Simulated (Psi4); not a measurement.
**AlGeH4Cl (SMILES [Cl][AlH][GeH3]): CAM-B3LYP/def2-SVP**

Aim: the vertical singlet–triplet gap of AlGeH4Cl at CAM-B3LYP/def2-SVP, from 2 runs. 

Program for the calculation: Psi4 1.11.

### 1 The molecule

AlGeH4Cl: 7 atoms, total charge 0, spin state singlet. As SMILES, `[Cl][AlH][GeH3]`. The coordinates come from a PBE0-D4/def2-TZVP relaxation.

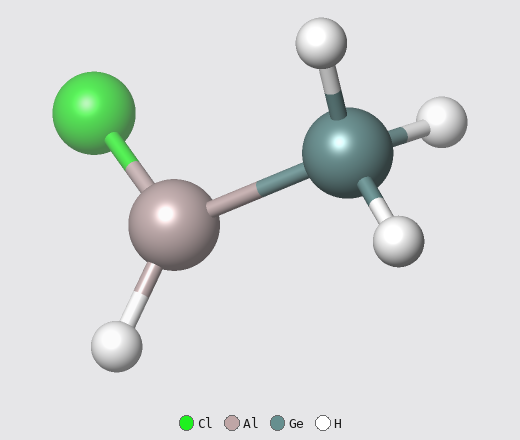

Viewed from a chosen angle; chlorine green, aluminium light grey, germanium teal, hydrogen white.

### 2 Energy and forces at CAM-B3LYP/def2-SVP

alclgeh4.py

```python
import psi4

psi4.set_memory('2200 MB')
psi4.set_num_threads(1)
psi4.core.set_output_file('psi4.out', False)

mol = psi4.geometry("""
Cl    -2.499300    -1.527200    -0.126900
Al    -0.425400    -1.314700     0.144500
Ge     0.501100     0.959800    -0.093300
H      0.379500    -2.632000     0.480000
H      0.225700     1.522500    -1.499900
H     -0.144000     1.926400     0.916800
H      2.023700     0.997300     0.133100
units angstrom
symmetry c1
no_reorient
no_com
""")

psi4.set_options({
    'basis': 'def2-SVP',
    'reference': 'rks',
    'puream': True,
    'e_convergence': 1e-09,
    'd_convergence': 1e-08,
    'scf_type': 'pk',
    'dft_radial_points': 99,
    'dft_spherical_points': 590,
})

result = psi4.gradient("cam-b3lyp")
print('gradient / Eh bohr^-1')
print(result.np.round(6))
```

Started as:

```bash
$ python alclgeh4.py
```

psi4.out:

```text
[...]
  Running in c1 symmetry.
[...]
  Nuclear repulsion =  276.638620203239896
[...]
  Multiplicity = 1
[...]
  Nalpha       = 33
  Nbeta        = 33
[...]
    Number of basis functions: 88
[...]
   @RKS iter   1: -2780.24257721798176   -2.15828e+00   2.74176e-02 DIIS/ADIIS
[...]
   @RKS iter  11: -2781.74228378587759   -1.18234e-11   5.28192e-09 DIIS
[...]
    Orbital Energies [Eh]
    ---------------------
    Doubly Occupied:
       1A   -398.764840     2A   -101.559952     3A    -56.144346
       4A    -49.827665     5A    -44.363352     6A    -44.363345
       7A    -44.363304     8A     -9.515973     9A     -7.281874
      10A     -7.278518    11A     -7.277436    12A     -6.284902
      13A     -4.460076    14A     -4.459964    15A     -4.459617
      16A     -4.248753    17A     -2.808441    18A     -2.803136
      19A     -2.799926    20A     -1.283736    21A     -1.283663
      22A     -1.281778    23A     -1.280834    24A     -1.280792
      25A     -0.886727    26A     -0.634054    27A     -0.494772
      28A     -0.418926    29A     -0.406666    30A     -0.399279
      31A     -0.393047    32A     -0.392640    33A     -0.329171
[...]
  @RKS Final Energy: -2781.74228378587759
   => Energetics <=
    Nuclear Repulsion Energy =            276.6386202032398955
    One-Electron Energy =               -4421.0352083720208611
    Two-Electron Energy =                1461.2277872737993221
    DFT Exchange-Correlation Energy =     -98.5734828908958747
    Empirical Dispersion Energy =           0.0000000000000000
    VV10 Nonlocal Energy =                  0.0000000000000000
    Total Energy =                      -2781.7422837858771345
[...]
 Multipole Moments:
 ------------------------------------------------------------------------------------
     Multipole            Electronic (a.u.)      Nuclear  (a.u.)        Total (a.u.)
 ------------------------------------------------------------------------------------
 L = 1.  Multiply by 2.5417464519 to convert [e a0] to [Debye]
 Dipole X            :         56.1533355          -55.7435192            0.4098163
 Dipole Y            :         19.8870214          -19.8906903           -0.0036688
 Dipole Z            :          6.1735529           -6.1121302            0.0614227
 Magnitude           :                                                    0.4144099
[...]
  -Total Gradient:
     Atom            X                  Y                   Z
    ------   -----------------  -----------------  -----------------
       1        0.001484969861     0.000721730794     0.000100763858
       2       -0.002054438143    -0.000865705444    -0.000160794995
       3       -0.000174331673     0.001164470679    -0.000207689344
       4        0.000647434155    -0.000973179288     0.000254940194
       5       -0.000119281278     0.000005398446    -0.000360835417
       6       -0.000216194205     0.000109731060     0.000281827930
       7        0.000436102786    -0.000175479048     0.000094721786
[...]
```

The script printed:

```text
gradient / Eh bohr^-1
[[ 1.485e-03  7.220e-04  1.010e-04]
 [-2.054e-03 -8.660e-04 -1.610e-04]
 [-1.740e-04  1.164e-03 -2.080e-04]
 [ 6.470e-04 -9.730e-04  2.550e-04]
 [-1.190e-04  5.000e-06 -3.610e-04]
 [-2.160e-04  1.100e-04  2.820e-04]
 [ 4.360e-04 -1.750e-04  9.500e-05]]
```

Wall time 21 s (1 thread of AMD EPYC 7R43 (Zen 3), shared host); peak memory 1.1 GiB.

### 3 The triplet

calc.inp

```
memory 2200 MB

molecule geom {
  0 3
  Cl    -2.499300    -1.527200    -0.126900
  Al    -0.425400    -1.314700     0.144500
  Ge     0.501100     0.959800    -0.093300
  H      0.379500    -2.632000     0.480000
  H      0.225700     1.522500    -1.499900
  H     -0.144000     1.926400     0.916800
  H      2.023700     0.997300     0.133100
  symmetry c1
}

set {
  basis                def2-SVP
  reference            uks
  puream               true
  e_convergence        1e-09
  d_convergence        1e-08
  scf_type             pk
  dft_radial_points    99
  dft_spherical_points 590
  maxiter              100
}

result, w = gradient("cam-b3lyp", return_wfn=True)
oeprop(w, "QUADRUPOLE", "MAYER_INDICES", "LOWDIN_CHARGES", title="CAM-B3LYP")
print_variables()
```

Started as:

```bash
$ psi4 calc.inp calc.out -n 1
```

calc.out, shortened:

```text
[...]
  Running in c1 symmetry.
[...]
  Nuclear repulsion =  276.638620203239952
[...]
  Multiplicity = 3
[...]
  Nalpha       = 34
  Nbeta        = 32
[...]
    Number of basis functions: 88
[...]
   @UKS iter   1: -2779.98678287736902   -1.90248e+00   2.75754e-02 ADIIS/DIIS
[...]
   @UKS iter  18: -2781.58530718047632   -4.54747e-12   5.32734e-09 DIIS
[...]
   @S^2 Observed:                2.004695296E+00
[...]
  @UKS Final Energy: -2781.58530718047632
   => Energetics <=
    Nuclear Repulsion Energy =            276.6386202032399524
    One-Electron Energy =               -4419.3454139117111481
    Two-Electron Energy =                1459.6519294637957955
    DFT Exchange-Correlation Energy =     -98.5304429358007781
    Empirical Dispersion Energy =           0.0000000000000000
    VV10 Nonlocal Energy =                  0.0000000000000000
    Total Energy =                      -2781.5853071804763204
[...]
  -Total Gradient:
     Atom            X                  Y                   Z
    ------   -----------------  -----------------  -----------------
       1        0.007056902105    -0.005059317125     0.001887158357
       2        0.004574158371     0.020630716388    -0.002798843145
       3       -0.013023253219    -0.024685896039     0.002156564120
       4       -0.008324566957    -0.004530427539    -0.000475923408
       5        0.003636402807     0.002743623787     0.003268273231
       6        0.004580322856     0.001818401540    -0.002758994741
       7        0.001504272562     0.009069313380    -0.001275215092
[...]
 Multipole Moments:
 ------------------------------------------------------------------------------------
     Multipole            Electronic (a.u.)      Nuclear  (a.u.)        Total (a.u.)
 ------------------------------------------------------------------------------------
[...]
```

It took 39 s on 1 thread of AMD EPYC 7R43 (Zen 3), shared host; peak memory 1.1 GiB.

### 4 Results

At CAM-B3LYP/def2-SVP:

| quantity | value |
| --- | --- |
| singlet: total energy | -2781.74228 Eh |
| singlet: dipole moment | 1.05 D |
| singlet: HOMO energy | -8.96 eV |
| singlet: LUMO energy | -0.89 eV |
| singlet: HOMO–LUMO gap | 8.06 eV |
| singlet: largest force on an atom | 0.115 eV/Å |
| triplet: total energy | -2781.58531 Eh |
| triplet: dipole moment | 3.14 D |
| triplet: HOMO energy (highest over α and β) | -4.82 eV |
| triplet: ⟨S²⟩ | 2.005 |
| triplet: largest force on an atom | 1.439 eV/Å |
| vertical energy of the triplet above the singlet | 4.272 eV |

What this shows: At this shape the triplet lies 4.27 eV (412 kJ/mol) above the singlet.
